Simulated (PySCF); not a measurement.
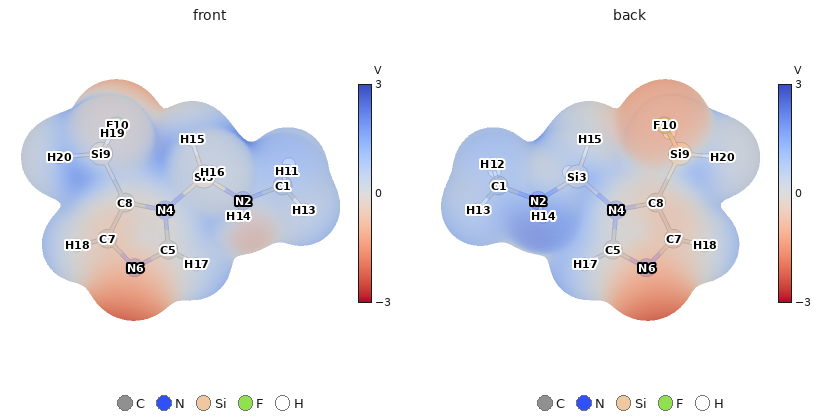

The picture shows: C$_{4}$H$_{10}$FN$_{3}$Si$_{2}$. The electrostatic potential painted on the density surface at 0.002 e/bohr³, seen from the front and from behind; the colour scale runs from red (negative) to blue (positive).

Geometry: GFN2-xTB.

Theory: PySCF, PBE0/pcSseg-1, SCF density, gas phase, non-relativistic.

```yaml
atoms:
  - { symbol: C, position_ang: [3.4463, 0.5565, -0.1820] }
  - { symbol: N, position_ang: [2.1491, -0.0719, -0.2662] }
  - { symbol: Si, position_ang: [0.7199, 0.6896, 0.2880] }
  - { symbol: N, position_ang: [-0.4923, -0.5716, 0.1478] }
  - { symbol: C, position_ang: [-0.2661, -1.9098, 0.1969] }
  - { symbol: N, position_ang: [-1.3536, -2.6202, 0.1297] }
  - { symbol: C, position_ang: [-2.3589, -1.7153, 0.0368] }
  - { symbol: C, position_ang: [-1.8632, -0.4336, 0.0451] }
  - { symbol: Si, position_ang: [-2.8178, 1.1584, -0.0057] }
  - { symbol: F, position_ang: [-2.3006, 2.0638, -1.2410] }
  - { symbol: H, position_ang: [3.4875, 1.1507, 0.7269] }
  - { symbol: H, position_ang: [3.6487, 1.2173, -1.0305] }
  - { symbol: H, position_ang: [4.2267, -0.2046, -0.1403] }
  - { symbol: H, position_ang: [2.0887, -0.6938, -1.0598] }
  - { symbol: H, position_ang: [0.2400, 1.8503, -0.4609] }
  - { symbol: H, position_ang: [0.9082, 0.9893, 1.7105] }
  - { symbol: H, position_ang: [0.7196, -2.3196, 0.2852] }
  - { symbol: H, position_ang: [-3.3809, -2.0313, -0.0334] }
  - { symbol: H, position_ang: [-2.5903, 2.0080, 1.1574] }
  - { symbol: H, position_ang: [-4.2161, 0.8984, -0.3075] }
```

Which sites attract a positive test charge, and which a negative one?

A positive charge is drawn to the negative regions and a negative charge to the positive ones. The most negative region (about −2.0 V) lies over N6, the most positive (about +1.9 V) over Si3 and H14. N6 is the likeliest acceptor of a hydrogen bond.
